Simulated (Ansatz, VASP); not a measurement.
## Cross-check of Cd2Si between VASP and Ansatz

One calculation is typed for both programs; each brings its own data sets and cutoff. How far apart do they land? The cell is invented: other elements were put on sites of a known structure type. It may not be a known or stable phase. The cell comes out of the VASP series on this material, whose earlier steps may have relaxed, scaled or displaced it; both programs get it as it stands.

Program: Ansatz 0.2.0. Level of theory: plane waves, with VASP 6.6.1 beside it; single point at PBE. Results are calculated unless marked as measured.

### 1. The starting structure

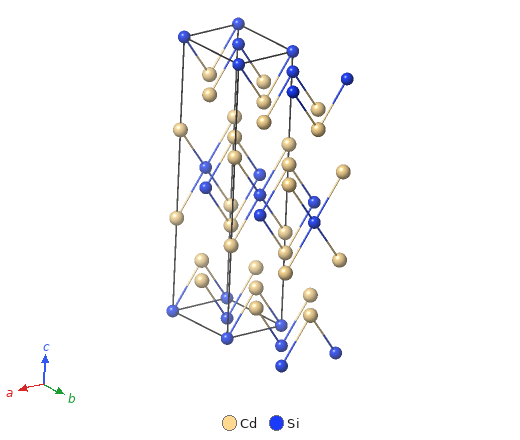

Start, viewed from a free direction; cadmium orange, silicon blue. 1×2×1 cells are drawn. This picture shows the conventional cell, with its axes. Some periodic images of atoms are drawn too.

Coordinates:

```cif
data_structure
_symmetry_space_group_name_H-M 'P 1'
_symmetry_Int_Tables_number 1
_cell_length_a 7.9346
_cell_length_b 7.7936
_cell_length_c 2.9042
_cell_angle_alpha 82.106
_cell_angle_beta 76.637
_cell_angle_gamma 21.257
_cell_volume 61.78
loop_
_atom_site_label
_atom_site_type_symbol
_atom_site_fract_x
_atom_site_fract_y
_atom_site_fract_z
_atom_site_occupancy
Cd1 Cd 0.33906 0.33906 0.66094 1
Cd2 Cd 0.66094 0.66094 0.33906 1
Si3 Si 0.00000 0.00000 0.00000 1
```

### 2. Ansatz: single point, PBE

Ansatz runs on its default PAW (the set named soft_2) files.

A single point gives forces, pressure and levels at one fixed geometry, so differences don't come from the geometry; what else differs is listed under the comparison.

Contents of input.yaml:

```yaml
crystal:
  lattice:
    - [0.0, 2.3077733033, 7.5915621688]
    - [1.7631249171, 0.0, 7.5915621688]
    - [1.7631249171, 2.3077733033, 0.0]
  atoms:
    - { symbol: Cd, position: [0.3390562666, 0.3390562666, 0.6609437334] }
    - { symbol: Cd, position: [0.6609437334, 0.6609437334, 0.3390562666] }
    - { symbol: Si, position: [0.0, 0.0, 0.0] }
hamiltonian:
  xc: pbe
  pseudopotentials: { kind: paw }
kpoints:
  mp_grid: { grid: [7, 7, 7] }
scf:
  occupations: { method: fermi_dirac, width: 0.05 }
  n_extra_bands: 4
output:
  forces: true
  stress: true
  eigenvalues: true
```

On the command line:

```sh
$ ansatz run input.yaml --threads 2 --pin off --max-ram 4608MiB --backend cpu --events-out ev --progress --plain --runs-dir out
```

Numbers of over 12 decimals in the logs are rounded to 6 here.

The log of the run:

```text
basis.fft_grid_basis auto: the FFT boxes are laid along the combinations [[1, -1, 0], [0, 1, 0], [0, 0, 1]] of the cell's own vectors, 2.904, 7.794 and 2.904 Å long. The dense box has 20×54×20 points. Along the cell's own vectors, as sized, it would have 54×54×20, 2.70 times as many. basis.fft_grid_basis: typed keeps the cell's own vectors: state it where this run's energies or levels are differenced outside the engine with another run's, or held beside a run that keeps those vectors.
scf.n_extra_bands = 4 over 22 filled bands (N_el = 44.0): the run solves 26 bands
Engine: ansatz 0.2.0, aarch64-unknown-linux-gnu
Pseudopotentials: kind: paw
Pseudopotential: Cd, paw, valence charge 20, recommended cutoff 420 eV (normal), Cd.paw.azcp
Pseudopotential: Si, paw, valence charge 4, recommended cutoff 420 eV (normal), Si.paw.azcp
Functional definition: PBE
  parameter kappa = 0.804
  parameter beta = 0.066725
  exchange = pbe_x(kappa = kappa, mu = beta*pi^2/3)
  correlation = pbe_c(beta = beta)
Crystal: 3 atoms, lattice volume = 61.779 Å³
Basis set: ecut = 420 eV, 1187 PW (Γ), FFT grids on a1−a2, a2, a3, exchange–correlation on 40×108×40 points (8 copies of the dense FFT grid, shifted against one another)
Bands: 26, of which v1, the nominal top of the filled ones, is band 22 counted from 1 (21 counted from 0)
Symmetry: 8 space group operations
Space group: Fmmm (ITA 69), of the structure as read, at distance tolerance 4.0e-5 Å
k-points: 64 of 343
Non-local potential: Cd, projectors of the file, l = 0: 3, l = 1: 2, l = 2: 2, l = 3: 1
Non-local potential: Si, projectors of the file, l = 0: 2, l = 1: 2, l = 2: 2
PAW form: soft (Blöchl's): semilocal exchange-correlation on the pseudo side does not see the compensation charge
PAW one-centre angular grid: Cd, 590 points (default); XC on 64 Gauss nodes
PAW one-centre angular grid: Si, 110 points (default); XC on 64 Gauss nodes
Initial density: superposition of atomic densities (neutral atoms: chi_scale 0, normalization atom), corrected by the library's trained network
Initial wavefunctions: pseudopotential atomic-orbital guess
Functional: x = pbe(κ = 0.804, μ = 0.219515), c = pbe(β = 0.066725)
SCF iter   1: F=—  HF=-17143.635325 eV  |F-HF|=—  |Δ(HF+E_count)|=         —  Δρ=1.57e-3  dr2=3.15e-3  ethr=1.77e-3  ⟨swp⟩=5.9  Hψ=6734  notcnv=0
preconditioner: auto → Resta (q_TF=auto, 2.578 Å⁻¹)  ε∞=6.5  [insulator: Δε(μ)=0.142 eV  Ē_g=10.683 eV  σ=0.050 eV  W_gap=0.58  n_scr=22 (ndim 8)  ℏωp=25.0 eV  f_vac=0.000  D(μ)=0.51/eV (n_scr^D=2)  ε∞_Penn≈6.5]
SCF iter   2: F=—  HF=-17143.635770 eV  |F-HF|=—  |Δ(HF+E_count)|=   4.45e-4  Δρ=9.28e-4  dr2=7.16e-4  ethr=7.16e-6  ⟨swp⟩=2.5  Hψ=2779  notcnv=0
SCF iter   3: F=—  HF=-17143.635685 eV  |F-HF|=—  |Δ(HF+E_count)|=   8.48e-5  Δρ=2.03e-4  dr2=2.91e-5  ethr=1.63e-6  ⟨swp⟩=1.9  Hψ=1894  notcnv=0
SCF iter   4: F=—  HF=-17143.635698 eV  |F-HF|=—  |Δ(HF+E_count)|=   1.34e-5  Δρ=4.28e-5  dr2=9.57e-7  ethr=6.62e-8  ⟨swp⟩=2.1  Hψ=2143  notcnv=0
SCF iter   5: F=—  HF=-17143.635698 eV  |F-HF|=—  |Δ(HF+E_count)|=   1.05e-7  Δρ=2.37e-5  dr2=2.21e-7  ethr=2.17e-9  ⟨swp⟩=2.0  Hψ=2932  notcnv=0
SCF iter   6: F=-17143.635698 eV  HF=-17143.635698 eV  |F-HF|=1.34e-9  |Δ(HF+E_count)|=   4.82e-8  Δρ=4.21e-6  dr2=9.21e-9  ethr=2.27e-10  ⟨swp⟩=4.7  Hψ=6037  notcnv=0
SCF 1 converged in 6 iterations: F = -17143.635698 eV  dr2 = 9.21e-9
  greatest PAW one-centre occupation: 1.000 electrons in one spin orbital (limit 2), on the Cd atom at site 1 (counted from 0), in its partial waves of l = 0
SCF converged after 6 iterations
Free energy (F): -17143.635698 eV
Harris-Foulkes:  -17143.635698 eV  (|F-HF|=1.34e-9)
Internal energy: -17143.630886 eV  (E = F + TS)
E sigma→0 (E₀):  -17143.633292 eV
Entropy (-TS):   -0.004813 eV (-1.604 meV/atom)
Fermi energy:    12.443380 eV
--- Per-component energies (eV) ---
  E_band       = -842.272288
  E_kinetic    = 1047.272848
  E_local      = -7677.245303  (includes V_loc(G=0)·N_el)
  E_nonlocal   = 89.964823
  E_hartree    = 3633.170011
  E_xc         = -408.987508
  E_vxc        = -490.411708  (∫ρ·V_xc dr)
  E_paw        = -8675.932257  (= ΣΔE_a)
  E_vpaw       = -1078.196286  (= ΣTr[D̂ρ^β])
  E_aug_tail   = 0.000035  (compensation charges beyond the density's cutoff)
  E_ewald      = -5151.873536
  E_smearing   = -0.004813  (= −TS)
  E_closure    = 0.000000  (closes the sum)
  Σ components = -17143.635698   (vs F -17143.635698, Δ=0.00e0)
--- Forces (eV/Å), atoms counted from 1 ---
  atom   1  Cd     0.00000000     0.00000000    -0.02409512
  atom   2  Cd    -0.00000000    -0.00000000     0.02409512
  atom   3  Si     0.00000000     0.00000000    -0.00000000
  max |Σ_I F_I| component: 1.26e-29 eV/Å
--- Stress (GPa, compression-positive) ---
       -0.762796      -0.000000       0.000000
       -0.000000       3.232606       0.000000
        0.000000       0.000000       0.039673
  P = ⅓ Tr σ = 0.8365 GPa (8.365 kbar)
--- Band table (eV; the first three rows and the last of 64) ---
  k-point 0: bands = [... 18 lower, 4.0621, 5.5994, 5.9479, 13.8494, 14.0927, 17.8587, 19.1701, 20.5879]
  k-point 1: bands = [... 18 lower, 4.0512, 5.8473, 6.6520, 13.5602, 15.0257, 15.4212, 18.3645, 19.9180]
  k-point 2: bands = [... 18 lower, 4.1811, 6.8190, 8.3372, 11.5873, 13.9659, 15.5559, 17.1968, 18.2166]
  k-point 63: bands = [... 18 lower, 4.0543, 4.6695, 9.5617, 9.7401, 15.2887, 18.3366, 19.3577, 19.9586]
```

The job ended after 3.2 s (2 threads of Arm Neoverse V1, shared host; peak memory 0.35 GiB).

Reading the cycles: dr2 is the Hartree energy of the density residual (eV), the measure of convergence; HF is the Harris–Foulkes estimate of the energy, which meets the free energy F at convergence.

The run ends at a pressure of 0.84 GPa, with forces up to 0.024 eV/Å.

### 3. VASP: single point, PBE

The same cell, functional, mesh and smearing now go to VASP, with its own data sets and cutoff.

Lines of VASP's logs that name or quote its potential files are left out, and so is its time.

Contents of INCAR:

```
SYSTEM = Cd2Si
PREC = Accurate
ENCUT = 400
EDIFF = 1E-06
NELM = 100
ISMEAR = -1
SIGMA = 0.05
LREAL = .FALSE.
ALGO = Normal
GGA = PE
NBANDS = 20
LORBIT = 11
LWAVE = .FALSE.
LCHARG = .FALSE.
ISIF = 2
```

Contents of POSCAR:

```
Cd2Si
1.0
    0.0000000000      2.3077733033      7.5915621688
    1.7631249171      0.0000000000      7.5915621688
    1.7631249171      2.3077733033      0.0000000000
Cd Si
2 1
Direct
    0.3390562666      0.3390562666      0.6609437334
    0.6609437334      0.6609437334      0.3390562666
    0.0000000000      0.0000000000      0.0000000000
```

Contents of KPOINTS:

```
Automatic mesh
0
Gamma
7 7 7
0 0 0
```

The projector-augmented-wave data sets are Cd and Si (PBE family, release 64).

On the command line:

```sh
$ mpirun -np 1 vasp_std
```

The log of the run:

```text
[banner, memory and clock lines left out]
running    1 mpi-ranks, on    1 nodes
 distrk:  each k-point on    1 cores,    1 groups
 distr:  one band on    1 cores,    1 groups

 POSCAR found type information on POSCAR CdSi
 POSCAR found :  2 types and       3 ions
 LDA part: xc-table for (Slater+PW92), standard interpolation
 POSCAR, INCAR and KPOINTS ok, starting setup
 FFT: planning ... GRIDC
 FFT: planning ... GRID_SOFT
 FFT: planning ... GRID
 WAVECAR not read
 entering main loop
       N       E                     dE             d eps       ncg     rms          rms(c)
DAV:   1     0.157703227910E+03    0.15770E+03   -0.12378E+04  2560   0.107E+03
DAV:   2    -0.181661614740E+01   -0.15952E+03   -0.15454E+03  2744   0.306E+02
DAV:   3    -0.633675014688E+01   -0.45201E+01   -0.45005E+01  3004   0.565E+01
DAV:   4    -0.635148361451E+01   -0.14733E-01   -0.14730E-01  2764   0.296E+00
DAV:   5    -0.635157064087E+01   -0.87026E-04   -0.87026E-04  2924   0.233E-01    0.517E+00
DAV:   6    -0.583762448756E+01    0.51395E+00   -0.23065E+00  2856   0.128E+01    0.497E+00
DAV:   7    -0.582943006161E+01    0.81944E-02   -0.13148E-01  2748   0.223E+00    0.301E+00
DAV:   8    -0.582321118400E+01    0.62189E-02   -0.27890E-02  2760   0.104E+00    0.179E-01
DAV:   9    -0.582253688363E+01    0.67430E-03   -0.35057E-03  2836   0.382E-01    0.123E-01
DAV:  10    -0.582255777926E+01   -0.20896E-04   -0.57478E-04  2892   0.135E-01    0.227E-02
DAV:  11    -0.582255280523E+01    0.49740E-05   -0.88261E-05  2788   0.523E-02    0.761E-03
DAV:  12    -0.582255393539E+01   -0.11302E-05   -0.56297E-06  2516   0.192E-02    0.246E-03
DAV:  13    -0.582255403424E+01   -0.98847E-07   -0.62836E-07  1488   0.895E-03
   1 F= -.58225540E+01 E0= -.58201496E+01  d E =-.480889E-02
```

From OUTCAR (step 3):

```text
ion  position               nearest neighbor table
   1  0.339  0.339  0.661-   3 3.01   3 3.01   2 3.23   2 3.23   3 3.36   3 3.36   2 3.56   2 3.56

  LATTYP: Found a face centered orthorhombic cell.
 ALAT       =     3.5262498342
 B/A-ratio  =     1.3089108326
 C/A-ratio  =     4.3057426591

 Subroutine GETGRP returns: Found  8 space group operations
 (whereof  8 operations were pure point group operations)

The static configuration has the point symmetry D_2h.

 Found     64 irreducible k-points:

   k-points           NKPTS =     64   k-points in BZ     NKDIM =     64   number of bands    NBANDS=     20

   dimension x,y,z NGX =    54 NGY =   54 NGZ =   20
   dimension x,y,z NGXF=   108 NGYF=  108 NGZF=   40

   ENCUT  =  400.0 eV  29.40 Ry    5.42 a.u.  12.94 12.71  4.74*2*pi/ulx,y,z

   NELECT =      28.0000    total number of electrons

 k-points in reciprocal lattice and weights: Automatic mesh
   0.00000000  0.00000000  0.00000000       0.003
   0.14285714 -0.00000000 -0.00000000       0.023
   0.28571429 -0.00000000  0.00000000       0.023
   0.42857143 -0.00000000 -0.00000000       0.023
   0.14285714  0.14285714  0.00000000       0.006
   0.28571429  0.14285714  0.00000000       0.023
   0.42857143  0.14285714  0.00000000       0.023
  -0.42857143  0.14285714  0.00000000       0.023
  -0.28571429  0.14285714 -0.00000000       0.023
[...]
0.00000000  0.42857143  0.42857143       0.006
  -0.14285714  0.42857143  0.42857143       0.012

 average (electrostatic) potential at core
       1 -38.1040       2 -38.1040       3 -85.8940

 E-fermi :   4.1196

 k-point     1 :       0.0000    0.0000    0.0000
  band No.  band energies     occupation
    ...
      9      -4.3231      2.00000
     10      -4.2883      2.00000
     11      -4.2688      2.00000
     12      -2.7329      2.00000
     13      -2.3801      2.00000
     14       5.5238      0.00000
     15       5.7794      0.00000
     16       9.5447      0.00000
     17      10.8575      0.00000
     18      12.2943      0.00000
    ...

 k-point     2 :       0.1429   -0.0000   -0.0000
  band No.  band energies     occupation
    ...
      9      -4.3633      2.00000
     10      -4.3474      2.00000
     11      -4.2797      2.00000
     12      -2.4837      2.00000
     13      -1.6774      2.00000
     14       5.2393      0.00000
     15       6.7098      0.00000
     16       7.1079      0.00000
     17      10.0522      0.00000
     18      11.6483      0.00000
    ...

 k-point     3 :       0.2857   -0.0000    0.0000
  band No.  band energies     occupation
    ...
     10      -4.3137      2.00000
     11      -4.1489      2.00000
     12      -1.5117      2.00000
     13       0.0081      2.00000
     14       3.2675      2.00000
     15       5.6496      0.00000
     16       7.2430      0.00000
     17       8.8888      0.00000
     18       9.9072      0.00000
     19      10.3411      0.00000
    ...

  Total       -0.4325335      1.1341127     -0.1461283      0.0000000      0.0000000      0.0000000
  in kB      -11.2174204     29.4123282     -3.7897246      0.0000000      0.0000000      0.0000000
  external PRESSURE =       4.8017277 kB  Pullay stress =       0.0000000 kB

  energy-cutoff  :      400.00
  volume of cell :       61.78
      direct lattice vectors                 reciprocal lattice vectors
     0.000000000  2.307773303  7.591562169    -0.283587394  0.216659062  0.065862597
     1.763124917  0.000000000  7.591562169     0.283587394 -0.216659062  0.065862597
     1.763124917  2.307773303  0.000000000     0.283587394  0.216659062 -0.065862597

 POSITION                                       TOTAL-FORCE (eV/Angst)
 -----------------------------------------------------------------------------------
      1.76312      2.30777      5.14793        -0.000000     -0.000000     -0.028656
      1.76312      2.30777     10.03519        -0.000000     -0.000000      0.028656
      0.00000      0.00000      0.00000         0.000000      0.000000      0.000000
 -----------------------------------------------------------------------------------
    total drift:                               -0.000000     -0.000000     -0.000000

  FREE ENERGIE OF THE ION-ELECTRON SYSTEM (eV)
  ---------------------------------------------------
  free  energy   TOTEN  =        -5.8225540342 eV

  energy  without entropy=       -5.8177451461  energy(sigma->0) =       -5.82014959

 total charge
# of ion       s       p       d       tot
------------------------------------------
    1        0.543   0.289   9.492  10.324
    2        0.543   0.289   9.492  10.324
    3        0.897   0.611   0.000   1.509
--------------------------------------------------
tot          1.984   1.189  18.983  22.156

[... 3 further parts left out ...]
```

The run ends at a pressure of 0.48 GPa, with forces up to 0.029 eV/Å.

### 4. Comparison

Known differences besides the PAW data sets themselves: the data sets hold 44 valence electrons in Ansatz (default PAW (the set named soft_2) files) and 28 in VASP; the cutoff is 420 eV in Ansatz and 400 eV in VASP; VASP leaves aspherical gradient terms in its spheres out (LASPH is not set), Ansatz keeps them. Total energies have different zeros and are not compared.

The two programs side by side:

```tsv
quantity	Ansatz	VASP	difference
pressure (GPa)	0.84	0.48	+0.36
```

At this near-relaxed geometry the largest component of a force difference is 5 meV/Å. Ansatz's pressure holds a Pulay correction of 0.05 GPa; VASP's holds none.

### 5. Summary of results

- difference in pressure (single point, PBE): 0.36 GPa

What this shows: The difference in pressure is 0.36 GPa (single point, PBE), within the 1 GPa picked in this series as the mark of a large difference. How closely two codes agree says nothing of how well the functional describes the real material.

[Lines on the potential files, build, host, timing and source positions are cut from VASP's logs without a mark.]

[Logs are printed without paths, hosts, clocks, repeated set-up lines and the standing remarks that a program may print on its own settings, such as how far it seeks lower states.]

[Hosts, paths, dates, database ids (printed as entryN), source tags and the programs' standing remarks are cut or masked in the printed files.]
